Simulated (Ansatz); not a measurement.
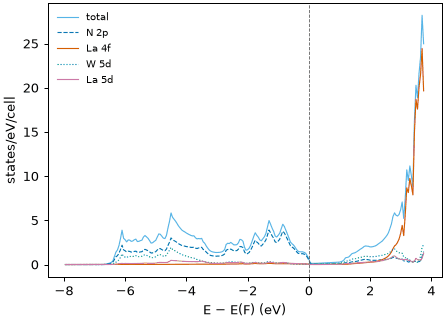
Figure: Total and projected density of states of LaWN3 in space group P4mm (No. 99; La on 1b, W on 1a, N on 2c, N on 1a), LDA (plane waves, PAW; program Ansatz)

Task: Which orbitals carry the states next to the Fermi level?

Result: Within 0.5 eV of the Fermi level: N 2p 81 %, W 5d 7 %, La 5d 6 %. Projections are on Löwdin-orthogonalised atomic valence shells; empty p or d shells of many metals are not among them.

Task: Where is the tallest occupied peak in this window, and what makes it?

Result: Near -4.5 eV, about 5.8 states/eV per cell; the largest projected share is N 2p.

The first step of the workflow began from a Materials Project structure, measured or hypothetical; the Crystallography Open Database copy checked does not list it. Its standing as an ambient phase is unchecked. The cell was relaxed with LDA under the symmetry of its start; phonons show weakly imaginary modes. No spin polarisation was allowed. Spin–orbit coupling is left out wherever it is not named.

Potentials: the later of the program's two PAW sets.
